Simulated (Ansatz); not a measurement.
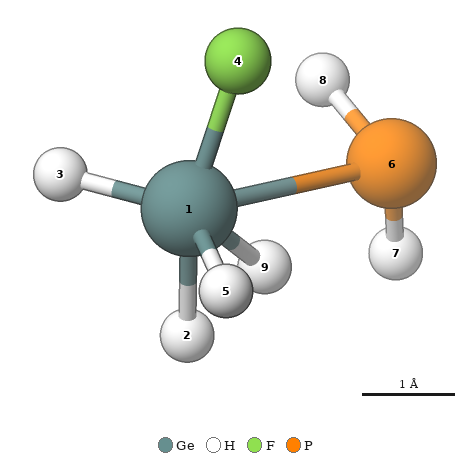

**Figure 1.** The structure as given in the input (ball-and-stick view, seen at a tilt; atoms are numbered from 1 in the order of the input). Sticks mark near contacts. Bond lengths as drawn: F–Ge 1.78 Å, Ge–H 1.53 to 1.78 Å, Ge–P 2.73 Å and H–P 1.43 to 1.44 Å.

## Run report: GePH6F, molecular dynamics (part 1 of 3)

- system: GePH6F
- method: RKS B3LYP-D4/def2-SVP (Ansatz 0.2.0)

It belongs to a series of runs on one base structure; here: dynamics from the highest image of the converged band. Figures and captions count atoms from 1; the log counts them from 0 in places.

### The input
```yaml
crystal:
  periodic: [false, false, false]
  atoms:
    - { symbol: Ge, position_ang: [-0.116231, -0.011313, -0.037875] }
    - { symbol: H, position_ang: [-0.110193, -1.380289, 1.106769] }
    - { symbol: H, position_ang: [0.985124, 0.656421, 0.790787] }
    - { symbol: F, position_ang: [-0.812255, 1.45319, -0.782065] }
    - { symbol: H, position_ang: [0.033635, -0.957177, -1.226319] }
    - { symbol: P, position_ang: [-2.721973, -0.051405, 0.779399] }
    - { symbol: H, position_ang: [-2.848329, -1.036644, 1.818469] }
    - { symbol: H, position_ang: [-2.441954, 0.993982, 1.711607] }
    - { symbol: H, position_ang: [-1.138523, -0.843464, 1.086925] }
basis:
  gaussian: { orbitals: def2-SVP }
hamiltonian:
  xc: b3lyp
  dispersion: d4
md:
  timestep: 0.5
  n_steps: 200
  ensemble: nve
  temperature: 100.0
  initial_velocities: maxwell_boltzmann
  seed: 3468
```

Run as:
```bash
ansatz run input.yaml --threads 2 --pin off --max-ram 3072MiB --backend cpu --events-out ev --progress --plain --runs-dir out
```

### Output
```
Engine: ansatz 0.2.0, aarch64-unknown-linux-gnu
Functional definition: B3LYP
  parameter a0 = 0.2
  parameter ax = 0.72
  parameter ac = 0.81
  exchange = (1 - a0 - ax)*slater_x + ax*b88_x + a0*exact_x
  correlation = (1 - ac)*vwn_rpa_c + ac*lyp_c
986 factors; integrals over basis functions are off by at most 4.4e-4 eV
mean field evaluation 1: about -68606.3985 eV, gradient 3.9e1 eV
mean field evaluation 2: about -68599.1676 eV, gradient 7.9e1 eV
mean field evaluation 4: about -68608.6647 eV, gradient 2.7e0 eV
mean field evaluation 8: about -68608.6848 eV, gradient 3.9e-2 eV
mean field -68608.68484426 eV, -2521.3226633895 hartree, gradient 2.3e-5 eV, S^2 0.000000; 0 other end points of the search recorded, 0 dependent functions left out
the calculation of the forces begins
reference -68608.68508762 eV, -2521.3226723331 hartree; 31, 31 occupied and 63, 63 virtual orbitals, 986 factors
md step     0: t =     0.00 fs  T =   100.0 K  F+E_penalty+E_count = -68608.96304535 eV  E_kin = 0.090482 eV  conserved = -68608.87256335 eV  (25 SCF iters)
these checks for a lower state are left out or cut short: starts, cluster_reference, orbital_swaps, neighbouring_geometries, increment
986 factors; integrals over basis functions are off by at most 4.1e-4 eV
mean field evaluation 16: about -68608.6724 eV, gradient 6.4e-1 eV
mean field -68608.68362156 eV, -2521.3226184561 hartree, gradient 7.9e-5 eV, S^2 0.000000; 0 other end points of the search recorded, 0 dependent functions left out
the calculation of the forces begins
reference -68608.68386501 eV, -2521.3226274028 hartree; 31, 31 occupied and 63, 63 virtual orbitals, 986 factors
md step     1: t =     0.50 fs  T =    98.5 K  F+E_penalty+E_count = -68608.96166498 eV  E_kin = 0.089116 eV  conserved = -68608.87254898 eV  (26 SCF iters)
[... from here on the SCF iterations and repeated set-up lines of each step are left out, up to the last step ...]
md step     2: t =     1.00 fs  T =    94.6 K  F+E_penalty+E_count = -68608.95808638 eV  E_kin = 0.085576 eV  conserved = -68608.87250993 eV  (26 SCF iters)
md step     3: t =     1.50 fs  T =    88.9 K  F+E_penalty+E_count = -68608.95293362 eV  E_kin = 0.080482 eV  conserved = -68608.87245183 eV  (26 SCF iters)
md step     4: t =     2.00 fs  T =    82.6 K  F+E_penalty+E_count = -68608.94713867 eV  E_kin = 0.074757 eV  conserved = -68608.87238170 eV  (26 SCF iters)
md step     5: t =     2.50 fs  T =    76.8 K  F+E_penalty+E_count = -68608.94182861 eV  E_kin = 0.069521 eV  conserved = -68608.87230726 eV  (26 SCF iters)
md step     6: t =     3.00 fs  T =    72.9 K  F+E_penalty+E_count = -68608.93820427 eV  E_kin = 0.065969 eV  conserved = -68608.87223538 eV  (26 SCF iters)
md step     7: t =     3.50 fs  T =    72.1 K  F+E_penalty+E_count = -68608.93742841 eV  E_kin = 0.065257 eV  conserved = -68608.87217190 eV  (25 SCF iters)
md step     8: t =     4.00 fs  T =    75.6 K  F+E_penalty+E_count = -68608.94053436 eV  E_kin = 0.068414 eV  conserved = -68608.87212060 eV  (25 SCF iters)
md step     9: t =     4.50 fs  T =    84.3 K  F+E_penalty+E_count = -68608.94836741 eV  E_kin = 0.076285 eV  conserved = -68608.87208287 eV  (25 SCF iters)
md step    10: t =     5.00 fs  T =    98.9 K  F+E_penalty+E_count = -68608.96156567 eV  E_kin = 0.089508 eV  conserved = -68608.87205747 eV  (25 SCF iters)
md step    11: t =     5.50 fs  T =   120.0 K  F+E_penalty+E_count = -68608.98058362 eV  E_kin = 0.108543 eV  conserved = -68608.87204054 eV  (24 SCF iters)
md step    12: t =     6.00 fs  T =   147.8 K  F+E_penalty+E_count = -68609.00575596 eV  E_kin = 0.133729 eV  conserved = -68608.87202706 eV  (25 SCF iters)
md step    13: t =     6.50 fs  T =   182.8 K  F+E_penalty+E_count = -68609.03738746 eV  E_kin = 0.165376 eV  conserved = -68608.87201121 eV  (25 SCF iters)
md step    14: t =     7.00 fs  T =   225.3 K  F+E_penalty+E_count = -68609.07584819 eV  E_kin = 0.203858 eV  conserved = -68608.87199046 eV  (25 SCF iters)
md step    15: t =     7.50 fs  T =   275.9 K  F+E_penalty+E_count = -68609.12162547 eV  E_kin = 0.249656 eV  conserved = -68608.87196952 eV  (26 SCF iters)
md step    16: t =     8.00 fs  T =   335.2 K  F+E_penalty+E_count = -68609.17527225 eV  E_kin = 0.303304 eV  conserved = -68608.87196830 eV  (26 SCF iters, 3 dispersion substeps)
md step    17: t =     8.50 fs  T =   403.6 K  F+E_penalty+E_count = -68609.23720124 eV  E_kin = 0.365196 eV  conserved = -68608.87200497 eV  (25 SCF iters, 3 dispersion substeps)
md step    18: t =     9.00 fs  T =   481.0 K  F+E_penalty+E_count = -68609.30736405 eV  E_kin = 0.435262 eV  conserved = -68608.87210167 eV  (26 SCF iters, 3 dispersion substeps)
md step    19: t =     9.50 fs  T =   566.7 K  F+E_penalty+E_count = -68609.38498108 eV  E_kin = 0.512721 eV  conserved = -68608.87226005 eV  (26 SCF iters, 3 dispersion substeps)
md step    20: t =    10.00 fs  T =   658.9 K  F+E_penalty+E_count = -68609.46859361 eV  E_kin = 0.596159 eV  conserved = -68608.87243490 eV  (26 SCF iters, 3 dispersion substeps)
md step    21: t =    10.50 fs  T =   756.2 K  F+E_penalty+E_count = -68609.55674584 eV  E_kin = 0.684214 eV  conserved = -68608.87253231 eV  (26 SCF iters, 3 dispersion substeps)
md step    22: t =    11.00 fs  T =   858.5 K  F+E_penalty+E_count = -68609.64924860 eV  E_kin = 0.776776 eV  conserved = -68608.87247285 eV  (25 SCF iters, 3 dispersion substeps)
md step    23: t =    11.50 fs  T =   967.9 K  F+E_penalty+E_count = -68609.74806122 eV  E_kin = 0.875751 eV  conserved = -68608.87231060 eV  (25 SCF iters, 3 dispersion substeps)
md step    24: t =    12.00 fs  T =  1087.4 K  F+E_penalty+E_count = -68609.85617270 eV  E_kin = 0.983898 eV  conserved = -68608.87227481 eV  (25 SCF iters, 3 dispersion substeps)
md step    25: t =    12.50 fs  T =  1217.5 K  F+E_penalty+E_count = -68609.97417477 eV  E_kin = 1.101600 eV  conserved = -68608.87257510 eV  (25 SCF iters, 3 dispersion substeps)
md step    26: t =    13.00 fs  T =  1353.0 K  F+E_penalty+E_count = -68610.09734794 eV  E_kin = 1.224200 eV  conserved = -68608.87314754 eV  (25 SCF iters, 3 dispersion substeps)
md step    27: t =    13.50 fs  T =  1484.4 K  F+E_penalty+E_count = -68610.21676079 eV  E_kin = 1.343080 eV  conserved = -68608.87368072 eV  (25 SCF iters, 3 dispersion substeps)
md step    28: t =    14.00 fs  T =  1602.6 K  F+E_penalty+E_count = -68610.32393324 eV  E_kin = 1.450030 eV  conserved = -68608.87390289 eV  (25 SCF iters, 3 dispersion substeps)
md step    29: t =    14.50 fs  T =  1703.3 K  F+E_penalty+E_count = -68610.41496120 eV  E_kin = 1.541185 eV  conserved = -68608.87377657 eV  (25 SCF iters, 3 dispersion substeps)
md step    30: t =    15.00 fs  T =  1788.0 K  F+E_penalty+E_count = -68610.49123407 eV  E_kin = 1.617789 eV  conserved = -68608.87344541 eV  (25 SCF iters, 3 dispersion substeps)
md step    31: t =    15.50 fs  T =  1861.4 K  F+E_penalty+E_count = -68610.55729686 eV  E_kin = 1.684200 eV  conserved = -68608.87309645 eV  (25 SCF iters, 3 dispersion substeps)
md step    32: t =    16.00 fs  T =  1928.7 K  F+E_penalty+E_count = -68610.61795761 eV  E_kin = 1.745101 eV  conserved = -68608.87285663 eV  (25 SCF iters, 3 dispersion substeps)
md step    33: t =    16.50 fs  T =  1993.4 K  F+E_penalty+E_count = -68610.67644179 eV  E_kin = 1.803659 eV  conserved = -68608.87278280 eV  (25 SCF iters, 3 dispersion substeps)
md step    34: t =    17.00 fs  T =  2056.6 K  F+E_penalty+E_count = -68610.73372994 eV  E_kin = 1.860829 eV  conserved = -68608.87290113 eV  (25 SCF iters, 3 dispersion substeps)
md step    35: t =    17.50 fs  T =  2116.4 K  F+E_penalty+E_count = -68610.78810572 eV  E_kin = 1.914923 eV  conserved = -68608.87318255 eV  (25 SCF iters, 3 dispersion substeps)
md step    36: t =    18.00 fs  T =  2168.3 K  F+E_penalty+E_count = -68610.83536319 eV  E_kin = 1.961879 eV  conserved = -68608.87348385 eV  (25 SCF iters, 3 dispersion substeps)
md step    37: t =    18.50 fs  T =  2207.6 K  F+E_penalty+E_count = -68610.87103232 eV  E_kin = 1.997468 eV  conserved = -68608.87356415 eV  (25 SCF iters, 3 dispersion substeps)
md step    38: t =    19.00 fs  T =  2233.5 K  F+E_penalty+E_count = -68610.89417169 eV  E_kin = 2.020930 eV  conserved = -68608.87324179 eV  (25 SCF iters, 3 dispersion substeps)
md step    39: t =    19.50 fs  T =  2251.6 K  F+E_penalty+E_count = -68610.90992264 eV  E_kin = 2.037281 eV  conserved = -68608.87264138 eV  (25 SCF iters, 3 dispersion substeps)
md step    40: t =    20.00 fs  T =  2271.3 K  F+E_penalty+E_count = -68610.92735745 eV  E_kin = 2.055136 eV  conserved = -68608.87222101 eV  (26 SCF iters, 3 dispersion substeps)
md step    41: t =    20.50 fs  T =  2299.1 K  F+E_penalty+E_count = -68610.95263138 eV  E_kin = 2.080270 eV  conserved = -68608.87236180 eV  (26 SCF iters, 3 dispersion substeps)
md step    42: t =    21.00 fs  T =  2332.6 K  F+E_penalty+E_count = -68610.98351911 eV  E_kin = 2.110601 eV  conserved = -68608.87291819 eV  (27 SCF iters, 3 dispersion substeps)
md step    43: t =    21.50 fs  T =  2363.0 K  F+E_penalty+E_count = -68611.01151360 eV  E_kin = 2.138128 eV  conserved = -68608.87338541 eV  (26 SCF iters, 3 dispersion substeps)
md step    44: t =    22.00 fs  T =  2382.5 K  F+E_penalty+E_count = -68611.02919894 eV  E_kin = 2.155766 eV  conserved = -68608.87343268 eV  (25 SCF iters, 3 dispersion substeps)
md step    45: t =    22.50 fs  T =  2389.8 K  F+E_penalty+E_count = -68611.03540219 eV  E_kin = 2.162299 eV  conserved = -68608.87310314 eV  (26 SCF iters, 3 dispersion substeps)
md step    46: t =    23.00 fs  T =  2389.6 K  F+E_penalty+E_count = -68611.03482880 eV  E_kin = 2.162187 eV  conserved = -68608.87264153 eV  (26 SCF iters, 3 dispersion substeps)
md step    47: t =    23.50 fs  T =  2389.6 K  F+E_penalty+E_count = -68611.03441399 eV  E_kin = 2.162146 eV  conserved = -68608.87226799 eV  (25 SCF iters, 3 dispersion substeps)
md step    48: t =    24.00 fs  T =  2395.7 K  F+E_penalty+E_count = -68611.03980903 eV  E_kin = 2.167708 eV  conserved = -68608.87210138 eV  (26 SCF iters, 3 dispersion substeps)
md step    49: t =    24.50 fs  T =  2410.8 K  F+E_penalty+E_count = -68611.05354212 eV  E_kin = 2.181360 eV  conserved = -68608.87218217 eV  (25 SCF iters, 3 dispersion substeps)
md step    50: t =    25.00 fs  T =  2433.6 K  F+E_penalty+E_count = -68611.07442702 eV  E_kin = 2.201939 eV  conserved = -68608.87248831 eV  (26 SCF iters, 3 dispersion substeps)
md step    51: t =    25.50 fs  T =  2459.0 K  F+E_penalty+E_count = -68611.09784889 eV  E_kin = 2.224956 eV  conserved = -68608.87289240 eV  (25 SCF iters, 3 dispersion substeps)
md step    52: t =    26.00 fs  T =  2480.7 K  F+E_penalty+E_count = -68611.11771212 eV  E_kin = 2.244548 eV  conserved = -68608.87316441 eV  (26 SCF iters, 3 dispersion substeps)
md step    53: t =    26.50 fs  T =  2494.5 K  F+E_penalty+E_count = -68611.13013733 eV  E_kin = 2.257075 eV  conserved = -68608.87306242 eV  (26 SCF iters, 3 dispersion substeps)
md step    54: t =    27.00 fs  T =  2502.7 K  F+E_penalty+E_count = -68611.13705788 eV  E_kin = 2.264496 eV  conserved = -68608.87256182 eV  (26 SCF iters, 3 dispersion substeps)
md step    55: t =    27.50 fs  T =  2513.5 K  F+E_penalty+E_count = -68611.14625723 eV  E_kin = 2.274231 eV  conserved = -68608.87202597 eV  (24 SCF iters, 3 dispersion substeps)
md step    56: t =    28.00 fs  T =  2535.1 K  F+E_penalty+E_count = -68611.16576234 eV  E_kin = 2.293804 eV  conserved = -68608.87195824 eV  (24 SCF iters, 3 dispersion substeps)
md step    57: t =    28.50 fs  T =  2568.6 K  F+E_penalty+E_count = -68611.19654999 eV  E_kin = 2.324107 eV  conserved = -68608.87244277 eV  (24 SCF iters, 3 dispersion substeps)
md step    58: t =    29.00 fs  T =  2606.4 K  F+E_penalty+E_count = -68611.23132512 eV  E_kin = 2.358281 eV  conserved = -68608.87304448 eV  (25 SCF iters, 3 dispersion substeps)
md step    59: t =    29.50 fs  T =  2638.6 K  F+E_penalty+E_count = -68611.26079862 eV  E_kin = 2.387493 eV  conserved = -68608.87330583 eV  (25 SCF iters, 3 dispersion substeps)
md step    60: t =    30.00 fs  T =  2660.7 K  F+E_penalty+E_count = -68611.28058787 eV  E_kin = 2.407455 eV  conserved = -68608.87313244 eV  (26 SCF iters, 3 dispersion substeps)
md step    61: t =    30.50 fs  T =  2674.8 K  F+E_penalty+E_count = -68611.29294358 eV  E_kin = 2.420216 eV  conserved = -68608.87272718 eV  (25 SCF iters, 3 dispersion substeps)
md step    62: t =    31.00 fs  T =  2687.3 K  F+E_penalty+E_count = -68611.30389115 eV  E_kin = 2.431547 eV  conserved = -68608.87234388 eV  (24 SCF iters, 3 dispersion substeps)
md step    63: t =    31.50 fs  T =  2704.6 K  F+E_penalty+E_count = -68611.31929131 eV  E_kin = 2.447142 eV  conserved = -68608.87214949 eV  (24 SCF iters, 3 dispersion substeps)
md step    64: t =    32.00 fs  T =  2729.8 K  F+E_penalty+E_count = -68611.34215208 eV  E_kin = 2.469942 eV  conserved = -68608.87220981 eV  (24 SCF iters, 3 dispersion substeps)
md step    65: t =    32.50 fs  T =  2761.9 K  F+E_penalty+E_count = -68611.37156213 eV  E_kin = 2.499050 eV  conserved = -68608.87251172 eV  (24 SCF iters, 3 dispersion substeps)
md step    66: t =    33.00 fs  T =  2796.1 K  F+E_penalty+E_count = -68611.40288056 eV  E_kin = 2.529928 eV  conserved = -68608.87295297 eV  (24 SCF iters, 3 dispersion substeps)
md step    67: t =    33.50 fs  T =  2825.0 K  F+E_penalty+E_count = -68611.42939663 eV  E_kin = 2.556074 eV  conserved = -68608.87332260 eV  (24 SCF iters, 3 dispersion substeps)
md step    68: t =    34.00 fs  T =  2843.0 K  F+E_penalty+E_count = -68611.44572597 eV  E_kin = 2.572368 eV  conserved = -68608.87335756 eV  (25 SCF iters, 3 dispersion substeps)
md step    69: t =    34.50 fs  T =  2850.1 K  F+E_penalty+E_count = -68611.45176580 eV  E_kin = 2.578816 eV  conserved = -68608.87294968 eV  (24 SCF iters, 3 dispersion substeps)
md step    70: t =    35.00 fs  T =  2853.2 K  F+E_penalty+E_count = -68611.45402041 eV  E_kin = 2.581655 eV  conserved = -68608.87236561 eV  (24 SCF iters, 3 dispersion substeps)
md step    71: t =    35.50 fs  T =  2861.6 K  F+E_penalty+E_count = -68611.46135881 eV  E_kin = 2.589232 eV  conserved = -68608.87212650 eV  (24 SCF iters, 3 dispersion substeps)
md step    72: t =    36.00 fs  T =  2878.9 K  F+E_penalty+E_count = -68611.47735170 eV  E_kin = 2.604873 eV  conserved = -68608.87247836 eV  (24 SCF iters, 3 dispersion substeps)
md step    73: t =    36.50 fs  T =  2899.7 K  F+E_penalty+E_count = -68611.49676884 eV  E_kin = 2.623678 eV  conserved = -68608.87309041 eV  (24 SCF iters, 3 dispersion substeps)
md step    74: t =    37.00 fs  T =  2914.2 K  F+E_penalty+E_count = -68611.51031113 eV  E_kin = 2.636863 eV  conserved = -68608.87344823 eV  (24 SCF iters, 3 dispersion substeps)
md step    75: t =    37.50 fs  T =  2916.4 K  F+E_penalty+E_count = -68611.51220790 eV  E_kin = 2.638854 eV  conserved = -68608.87335383 eV  (24 SCF iters, 3 dispersion substeps)
md step    76: t =    38.00 fs  T =  2907.2 K  F+E_penalty+E_count = -68611.50349639 eV  E_kin = 2.630537 eV  conserved = -68608.87295954 eV  (24 SCF iters, 3 dispersion substeps)
md step    77: t =    38.50 fs  T =  2892.8 K  F+E_penalty+E_count = -68611.48999559 eV  E_kin = 2.617463 eV  conserved = -68608.87253218 eV  (24 SCF iters, 3 dispersion substeps)
md step    78: t =    39.00 fs  T =  2880.1 K  F+E_penalty+E_count = -68611.47824484 eV  E_kin = 2.605969 eV  conserved = -68608.87227589 eV  (24 SCF iters, 3 dispersion substeps)
md step    79: t =    39.50 fs  T =  2873.5 K  F+E_penalty+E_count = -68611.47224683 eV  E_kin = 2.599965 eV  conserved = -68608.87228158 eV  (24 SCF iters, 3 dispersion substeps)
md step    80: t =    40.00 fs  T =  2872.8 K  F+E_penalty+E_count = -68611.47193893 eV  E_kin = 2.599391 eV  conserved = -68608.87254780 eV  (24 SCF iters, 3 dispersion substeps)
md step    81: t =    40.50 fs  T =  2873.8 K  F+E_penalty+E_count = -68611.47320884 eV  E_kin = 2.600228 eV  conserved = -68608.87298063 eV  (24 SCF iters, 3 dispersion substeps)
md step    82: t =    41.00 fs  T =  2869.1 K  F+E_penalty+E_count = -68611.46943986 eV  E_kin = 2.596058 eV  conserved = -68608.87338191 eV  (25 SCF iters, 3 dispersion substeps)
md step    83: t =    41.50 fs  T =  2852.8 K  F+E_penalty+E_count = -68611.45472374 eV  E_kin = 2.581241 eV  conserved = -68608.87348314 eV  (24 SCF iters, 3 dispersion substeps)
md step    84: t =    42.00 fs  T =  2823.6 K  F+E_penalty+E_count = -68611.42795034 eV  E_kin = 2.554829 eV  conserved = -68608.87312138 eV  (24 SCF iters, 3 dispersion substeps)
md step    85: t =    42.50 fs  T =  2787.9 K  F+E_penalty+E_count = -68611.39501234 eV  E_kin = 2.522536 eV  conserved = -68608.87247636 eV  (24 SCF iters, 3 dispersion substeps)
md step    86: t =    43.00 fs  T =  2756.1 K  F+E_penalty+E_count = -68611.36579770 eV  E_kin = 2.493739 eV  conserved = -68608.87205865 eV  (24 SCF iters, 3 dispersion substeps)
md step    87: t =    43.50 fs  T =  2734.6 K  F+E_penalty+E_count = -68611.34658760 eV  E_kin = 2.474350 eV  conserved = -68608.87223725 eV  (24 SCF iters, 3 dispersion substeps)
md step    88: t =    44.00 fs  T =  2720.9 K  F+E_penalty+E_count = -68611.33476825 eV  E_kin = 2.461962 eV  conserved = -68608.87280591 eV  (24 SCF iters, 3 dispersion substeps)
md step    89: t =    44.50 fs  T =  2706.1 K  F+E_penalty+E_count = -68611.32177032 eV  E_kin = 2.448531 eV  conserved = -68608.87323922 eV  (24 SCF iters, 3 dispersion substeps)
md step    90: t =    45.00 fs  T =  2682.9 K  F+E_penalty+E_count = -68611.30075301 eV  E_kin = 2.427511 eV  conserved = -68608.87324178 eV  (24 SCF iters, 3 dispersion substeps)
md step    91: t =    45.50 fs  T =  2650.7 K  F+E_penalty+E_count = -68611.27126026 eV  E_kin = 2.398362 eV  conserved = -68608.87289844 eV  (24 SCF iters, 3 dispersion substeps)
md step    92: t =    46.00 fs  T =  2614.7 K  F+E_penalty+E_count = -68611.23827400 eV  E_kin = 2.365811 eV  conserved = -68608.87246321 eV  (24 SCF iters, 3 dispersion substeps)
md step    93: t =    46.50 fs  T =  2582.0 K  F+E_penalty+E_count = -68611.20842130 eV  E_kin = 2.336266 eV  conserved = -68608.87215557 eV  (24 SCF iters, 3 dispersion substeps)
md step    94: t =    47.00 fs  T =  2557.8 K  F+E_penalty+E_count = -68611.18647601 eV  E_kin = 2.314384 eV  conserved = -68608.87209217 eV  (24 SCF iters, 3 dispersion substeps)
md step    95: t =    47.50 fs  T =  2543.2 K  F+E_penalty+E_count = -68611.17343259 eV  E_kin = 2.301139 eV  conserved = -68608.87229315 eV  (24 SCF iters, 3 dispersion substeps)
md step    96: t =    48.00 fs  T =  2534.7 K  F+E_penalty+E_count = -68611.16616111 eV  E_kin = 2.293471 eV  conserved = -68608.87268983 eV  (25 SCF iters, 3 dispersion substeps)
md step    97: t =    48.50 fs  T =  2525.9 K  F+E_penalty+E_count = -68611.15855722 eV  E_kin = 2.285447 eV  conserved = -68608.87311007 eV  (25 SCF iters, 3 dispersion substeps)
md step    98: t =    49.00 fs  T =  2510.0 K  F+E_penalty+E_count = -68611.14435331 eV  E_kin = 2.271057 eV  conserved = -68608.87329595 eV  (25 SCF iters, 3 dispersion substeps)
md step    99: t =    49.50 fs  T =  2484.6 K  F+E_penalty+E_count = -68611.12111851 eV  E_kin = 2.248079 eV  conserved = -68608.87303929 eV  (25 SCF iters, 3 dispersion substeps)
md step   100: t =    50.00 fs  T =  2454.4 K  F+E_penalty+E_count = -68611.09318334 eV  E_kin = 2.220754 eV  conserved = -68608.87242911 eV  (26 SCF iters, 3 dispersion substeps)
md step   101: t =    50.50 fs  T =  2429.3 K  F+E_penalty+E_count = -68611.06996331 eV  E_kin = 2.198035 eV  conserved = -68608.87192814 eV  (26 SCF iters, 3 dispersion substeps)
md step   102: t =    51.00 fs  T =  2417.1 K  F+E_penalty+E_count = -68611.05898900 eV  E_kin = 2.187005 eV  conserved = -68608.87198444 eV  (25 SCF iters, 3 dispersion substeps)
```
